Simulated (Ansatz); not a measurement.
# Nudged elastic band of CH6NSn (charge +1)

System: CH6NSn, charge +1.
Method: RKS BHLYP-D4/def2-SVP (Ansatz 0.2.0).

It belongs to a series of runs on one base structure; here: band between the two ends. Figures and captions count atoms from 1; the log counts them from 0 in places.

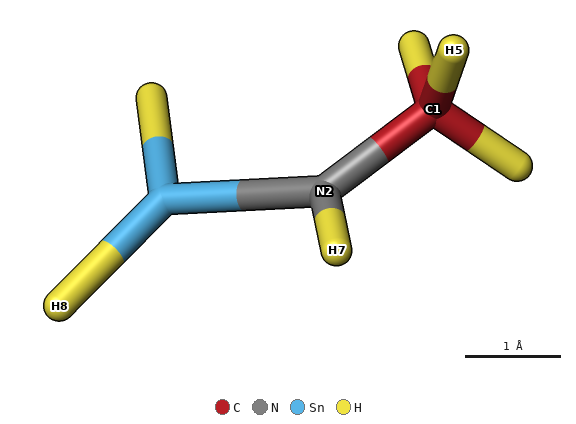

Figure 1. The structure as given in the input (stick view, seen at a tilt; atoms are numbered from 1 in the order of the input). Sticks mark near contacts. Bond lengths as drawn: C–H 1.09 Å, C–N 1.46 Å, H–N 1.01 Å, H–Sn 1.68 Å and N–Sn 1.94 Å.

## The input
```yaml
crystal:
  periodic: [false, false, false]
  atoms:
    - { symbol: C, position_ang: [-0.443842, 1.040692, -0.710045] }
    - { symbol: "N", position_ang: [0.225874, -0.232754, -0.479425] }
    - { symbol: Sn, position_ang: [0.435123, -1.193479, 1.188822] }
    - { symbol: H, position_ang: [-1.27868, 0.913248, -1.403805] }
    - { symbol: H, position_ang: [0.254623, 1.767237, -1.132448] }
    - { symbol: H, position_ang: [-0.834411, 1.445418, 0.224749] }
    - { symbol: H, position_ang: [0.618746, -0.644305, -1.315876] }
    - { symbol: H, position_ang: [1.265787, -2.646951, 1.098521] }
    - { symbol: H, position_ang: [-0.243219, -0.449115, 2.529497] }
total_charge: 1
basis:
  gaussian: { orbitals: def2-SVP }
hamiltonian:
  xc: { name: BHLYP }
  dispersion: d4
neb:
  order_check: false
  images: 7
  f_tol: 0.05
  max_iterations: 38
  initial_path: idpp
  final_atoms:
    - { symbol: C, position_ang: [-0.44124332, 1.04247115, -0.70945955] }
    - { symbol: "N", position_ang: [0.21769221, -0.23671023, -0.48085687] }
    - { symbol: Sn, position_ang: [0.43600711, -1.19299566, 1.18869065] }
    - { symbol: H, position_ang: [-1.27574621, 0.92308042, -1.40497596] }
    - { symbol: H, position_ang: [0.26330577, 1.76480623, -1.12920606] }
    - { symbol: H, position_ang: [-0.83056425, 1.44816822, 0.22547899] }
    - { symbol: H, position_ang: [0.5995311, -0.6546765, -1.3192784] }
    - { symbol: H, position_ang: [-0.22216787, -0.44030291, 2.53479478] }
    - { symbol: H, position_ang: [1.25318648, -2.65384972, 1.09480242] }
```

Hardware: 1 thread of Intel Xeon @ 2.50GHz (Skylake/Cascade Lake), 189 GiB of memory available, shared host.

Run as:
```bash
ansatz run input.yaml --threads 1 --pin off --max-ram 2048MiB --backend cpu --events-out ev --progress --plain --runs-dir out
```

## What the program printed
```
Engine: ansatz 0.2.0, x86_64-unknown-linux-gnu
Functional definition: BHLYP
  parameter a = 0.5
  exchange = (1 - a)*b88_x + a*exact_x
  correlation = lyp_c
1029 factors; integrals over basis functions are off by at most 3.1e-4 eV
mean field evaluation 1: about -8430.0603 eV, gradient 7.2e1 eV
mean field evaluation 2: about -8397.3683 eV, gradient 1.2e2 eV
mean field evaluation 4: about -8442.2865 eV, gradient 6.2e0 eV
mean field evaluation 8: about -8442.4329 eV, gradient 3.3e-1 eV
mean field evaluation 16: about -8442.4331 eV, gradient 5.3e-5 eV
mean field -8442.43308665 eV, -310.2536934477 hartree, gradient 5.3e-5 eV, S^2 0.000000; 0 other end points of the search recorded, 0 dependent functions left out
the calculation of the forces begins
reference -8442.43325850 eV, -310.2536997630 hartree; 20, 20 occupied and 64, 64 virtual orbitals, 1029 factors
1029 factors; integrals over basis functions are off by at most 2.8e-4 eV
mean field evaluation 32: about -8442.4331 eV, gradient 5.3e-5 eV
mean field -8442.43314377 eV, -310.2536955467 hartree, gradient 5.4e-5 eV, S^2 0.000000; 0 other end points of the search recorded, 0 dependent functions left out
[... from here on the field's lines of each further geometry are left out, up to the last ...]
NEB iter   1: max|band force component| = 9.940e-1 eV/Å  barrier→ = 0.9825 eV  barrier← = 0.9826 eV  Δτ_max = 0.1943 Å  (245 SCF iters)
NEB iter   2: max|band force component| = 2.303e-1 eV/Å  barrier→ = 0.8999 eV  barrier← = 0.8999 eV  CI = image 4  Δτ_max = 0.0769 Å  (216 SCF iters)
NEB iter   3: max|band force component| = 1.235e-1 eV/Å  barrier→ = 0.8962 eV  barrier← = 0.8963 eV  CI = image 4  Δτ_max = 0.1458 Å  (218 SCF iters)
NEB iter   4: max|band force component| = 1.060e-1 eV/Å  barrier→ = 0.8924 eV  barrier← = 0.8925 eV  CI = image 4  Δτ_max = 0.1379 Å  (217 SCF iters)
NEB iter   5: max|band force component| = 1.225e-1 eV/Å  barrier→ = 0.8803 eV  barrier← = 0.8804 eV  CI = image 4  Δτ_max = 0.0691 Å  (215 SCF iters)
NEB iter   6: max|band force component| = 1.433e-1 eV/Å  barrier→ = 0.8749 eV  barrier← = 0.8749 eV  CI = image 4  Δτ_max = 0.0693 Å  (216 SCF iters)
NEB iter   7: max|band force component| = 1.367e-1 eV/Å  barrier→ = 0.8705 eV  barrier← = 0.8705 eV  CI = image 4  Δτ_max = 0.0692 Å  (214 SCF iters)
NEB iter   8: max|band force component| = 1.005e-1 eV/Å  barrier→ = 0.8676 eV  barrier← = 0.8676 eV  CI = image 4  Δτ_max = 0.1378 Å  (214 SCF iters)
NEB iter   9: max|band force component| = 1.153e-1 eV/Å  barrier→ = 0.8670 eV  barrier← = 0.8671 eV  CI = image 4  Δτ_max = 0.0693 Å  (215 SCF iters)
NEB iter  10: max|band force component| = 1.411e-1 eV/Å  barrier→ = 0.8674 eV  barrier← = 0.8675 eV  CI = image 4  Δτ_max = 0.0346 Å  (205 SCF iters)
the calculation of the forces begins
reference -8442.38686015 eV, -310.2519946552 hartree; 20, 20 occupied and 64, 64 virtual orbitals, 1029 factors
1029 factors; integrals over basis functions are off by at most 3.4e-4 eV
mean field -8441.56827189 eV, -310.2219120914 hartree, gradient 2.3e-5 eV, S^2 0.000000; 1 other end points of the search recorded, 0 dependent functions left out
the calculation of the forces begins
reference -8441.56844607 eV, -310.2219184926 hartree; 20, 20 occupied and 64, 64 virtual orbitals, 1029 factors
NEB iter  11: max|band force component| = 4.448e-2 eV/Å  barrier→ = 0.8659 eV  barrier← = 0.8659 eV  CI = image 4  Δτ_max = 0.0000 Å  (398 SCF iters)
```

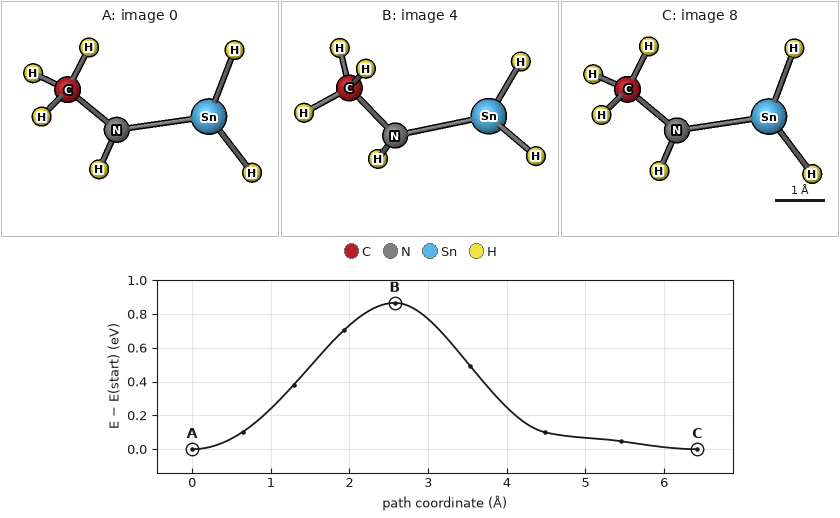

Figure 2. Images of the last band (counted from 0; ball-and-stick, seen at a tilt) above the energy along the path; the line is a cubic interpolation that uses the forces. The highest image is number 4, 0.866 eV above the start and 0.866 eV above the end (the climbing image); start and end have the same energy. The path is 6.42 Å long. The band converged in 11 iterations.

```
Total energy: -8441.73858875 eV, -310.2281711208 hartree
Atom 0 at     0.043100     1.079090    -0.780979 Å, force    -0.021211    -0.022962     0.006682 eV/Å
Atom 1 at    -0.487049    -0.251464    -0.453457 Å, force     0.019592     0.005985    -0.012535 eV/Å
Atom 2 at     0.048395    -1.188106     1.219135 Å, force     0.003224     0.021477    -0.005545 eV/Å
Atom 3 at    -0.569881     1.495394    -1.583039 Å, force     0.000865     0.000793     0.001056 eV/Å
Atom 4 at     1.087582     1.077903    -1.107669 Å, force     0.002286     0.003466     0.002610 eV/Å
Atom 5 at    -0.060545     1.753012     0.073051 Å, force     0.003110    -0.004833    -0.001713 eV/Å
Atom 6 at    -0.529204    -0.857194    -1.264476 Å, force    -0.003554     0.005868     0.012956 eV/Å
Atom 7 at     1.611588    -1.793635     1.490052 Å, force    -0.002743    -0.007711    -0.000383 eV/Å
Atom 8 at    -1.143986    -1.315010     2.407374 Å, force    -0.001569    -0.002083    -0.003126 eV/Å
Dipole moment:     0.172212    -0.206890     0.106654 e Å
this run last wrote the band of iteration 11 to [file]
```

## The last band as extended XYZ (Å, eV, eV/Å)
```
9
Properties=species:S:1:pos:R:3:forces:R:3 image=0 energy=-8442.60431
C    -0.4438    1.0407   -0.7100    0.0017  -0.0087   0.0022
N     0.2259   -0.2328   -0.4794   -0.0032   0.0054   0.0005
Sn    0.4351   -1.1935    1.1888    0.0005   0.0014  -0.0018
H    -1.2787    0.9132   -1.4038    0.0020   0.0011  -0.0014
H     0.2546    1.7672   -1.1324    0.0009   0.0016   0.0008
H    -0.8344    1.4454    0.2247   -0.0021   0.0021  -0.0013
H     0.6187   -0.6443   -1.3159   -0.0003  -0.0036   0.0012
H     1.2658   -2.6470    1.0985   -0.0004   0.0017  -0.0021
H    -0.2432   -0.4491    2.5295    0.0009  -0.0010   0.0019
9
Properties=species:S:1:pos:R:3:forces:R:3 image=1 energy=-8442.50184
C    -0.3419    1.0854   -0.7337   -0.0143  -0.0118   0.0069
N     0.0545   -0.2933   -0.4726    0.0902   0.0243   0.0022
Sn    0.3257   -1.2105    1.2151    0.0025  -0.0106  -0.0019
H    -1.1643    1.1343   -1.4502   -0.0365  -0.0660   0.0124
H     0.5122    1.6297   -1.1464   -0.0615   0.0679  -0.0020
H    -0.6486    1.5861    0.1853   -0.0520  -0.0290   0.0091
H     0.3773   -0.7765   -1.3004    0.1298   0.0395   0.0006
H     1.4054   -2.4923    1.1474   -0.1227  -0.1359  -0.0261
H    -0.5202   -0.6629    2.5554    0.0645   0.1215  -0.0013
9
Properties=species:S:1:pos:R:3:forces:R:3 image=2 energy=-8442.22482
C    -0.2233    1.1110   -0.7492   -0.0500  -0.0165   0.0108
N    -0.1433   -0.3244   -0.4782    0.1585   0.0215  -0.0008
Sn    0.2226   -1.2092    1.2228    0.0039  -0.0144   0.0063
H    -0.9828    1.3293   -1.5008   -0.0855  -0.0668   0.0120
H     0.7454    1.4577   -1.1215   -0.0788   0.1146  -0.0039
H    -0.4562    1.6743    0.1556   -0.0887  -0.0312   0.0154
H     0.1052   -0.8555   -1.3017    0.2275   0.0246  -0.0066
H     1.5033   -2.3002    1.2369   -0.1625  -0.2489  -0.0609
H    -0.7709   -0.8830    2.5361    0.0756   0.2171   0.0277
9
Properties=species:S:1:pos:R:3:forces:R:3 image=3 energy=-8441.89839
C    -0.0943    1.1093   -0.7625   -0.0699   0.0079   0.0028
N    -0.3461   -0.3095   -0.4775    0.1064  -0.0184  -0.0142
Sn    0.1339   -1.1933    1.2211    0.0033   0.0058   0.0067
H    -0.7748    1.4534   -1.5422   -0.0705  -0.0206   0.0083
H     0.9340    1.2678   -1.1025   -0.0525   0.0842   0.0081
H    -0.2602    1.7275    0.1223   -0.0761  -0.0185   0.0164
H    -0.1935   -0.8839   -1.2960    0.2151  -0.0080  -0.0171
H     1.5757   -2.0677    1.3528   -0.1003  -0.2297  -0.0613
H    -0.9748   -1.1036    2.4846    0.0446   0.1974   0.0504
9
Properties=species:S:1:pos:R:3:forces:R:3 image=4 energy=-8441.73841
C     0.0431    1.0791   -0.7810   -0.0212  -0.0230   0.0067
N    -0.4870   -0.2515   -0.4535    0.0196   0.0060  -0.0125
Sn    0.0484   -1.1881    1.2191    0.0032   0.0215  -0.0055
H    -0.5699    1.4954   -1.5830    0.0009   0.0008   0.0011
H     1.0876    1.0779   -1.1077    0.0023   0.0035   0.0026
H    -0.0605    1.7530    0.0731    0.0031  -0.0048  -0.0017
H    -0.5292   -0.8572   -1.2645   -0.0036   0.0059   0.0130
H     1.6116   -1.7936    1.4901   -0.0027  -0.0077  -0.0004
H    -1.1440   -1.3150    2.4074   -0.0016  -0.0021  -0.0031
9
Properties=species:S:1:pos:R:3:forces:R:3 image=5 energy=-8442.11190
C     0.2069    1.0275   -0.8458    0.0518  -0.0249  -0.0579
N    -0.3934   -0.2280   -0.3930    0.0705  -0.0187   0.0818
Sn   -0.0079   -1.1925    1.2607    0.0097  -0.0180   0.0012
H    -0.3794    1.4051   -1.6846    0.0632  -0.0479  -0.0331
H     1.2441    0.9178   -1.1707    0.0384  -0.0469  -0.0308
H     0.1522    1.7841   -0.0602    0.0851   0.0193  -0.0578
H    -1.1000   -0.6083   -1.0032   -0.3183   0.1767   0.1475
H     1.5970   -1.4667    1.6826    0.0489   0.2337   0.0857
H    -1.3195   -1.6389    2.2141   -0.0495  -0.2733  -0.1366
9
Properties=species:S:1:pos:R:3:forces:R:3 image=6 energy=-8442.50485
C     0.3088    0.9517   -0.9031   -0.0141  -0.0479   0.0193
N    -0.4841   -0.1084   -0.2769    0.0239   0.0402   0.0097
Sn   -0.0793   -1.1617    1.3005    0.0045  -0.0160  -0.0096
H    -0.1980    1.2838   -1.8085    0.0148  -0.0356  -0.0302
H     1.3055    0.6033   -1.1814    0.0078  -0.0215   0.0104
H     0.4045    1.8145   -0.2397    0.0237   0.0100  -0.0412
H    -1.3905   -0.2526   -0.6986   -0.0672   0.0917   0.0704
H     1.5032   -1.1215    1.8538   -0.0011   0.0685   0.0292
H    -1.3701   -2.0091    1.9540    0.0077  -0.0894  -0.0579
9
Properties=species:S:1:pos:R:3:forces:R:3 image=7 energy=-8442.55753
C     0.3715    0.8762   -0.9453   -0.0005  -0.0063  -0.0001
N    -0.4919   -0.0943   -0.2763    0.0049   0.0027   0.0006
Sn   -0.1769   -1.0581    1.3753   -0.0038   0.0073   0.0035
H    -0.2380    1.5141   -1.5860   -0.0107   0.0207   0.0197
H     1.1251    0.3863   -1.5673   -0.0175  -0.0083  -0.0286
H     0.8755    1.5179   -0.2212    0.0309  -0.0210   0.0038
H    -1.3352   -0.3172   -0.7871    0.0036  -0.0063  -0.0053
H     1.2760   -0.7349    2.1479   -0.0108   0.0264   0.0184
H    -1.4061   -2.0901    1.8599    0.0039  -0.0151  -0.0119
9
Properties=species:S:1:pos:R:3:forces:R:3 image=8 energy=-8442.60435
C    -0.4376    1.0447   -0.7085    0.0003  -0.0002  -0.0007
N     0.2136   -0.2388   -0.4817   -0.0006   0.0007   0.0012
Sn    0.4337   -1.1946    1.1879    0.0006  -0.0016   0.0017
H    -1.2764    0.9303   -1.3996    0.0001  -0.0004   0.0000
H     0.2699    1.7616   -1.1327    0.0004   0.0001   0.0006
H    -0.8192    1.4542    0.2279   -0.0005   0.0008  -0.0018
H     0.5881   -0.6605   -1.3215   -0.0002  -0.0009   0.0019
H    -0.2122   -0.4357    2.5364   -0.0001   0.0005   0.0000
H     1.2401   -2.6613    1.0916    0.0000   0.0009  -0.0029
```

## Key numbers

- outcome: converged
- barrier, forward: 0.866 eV
- barrier, backward: 0.866 eV
- wall time: 11 min
- peak memory: 0.18 GiB

## Remarks

The order of the saddle point was not checked.
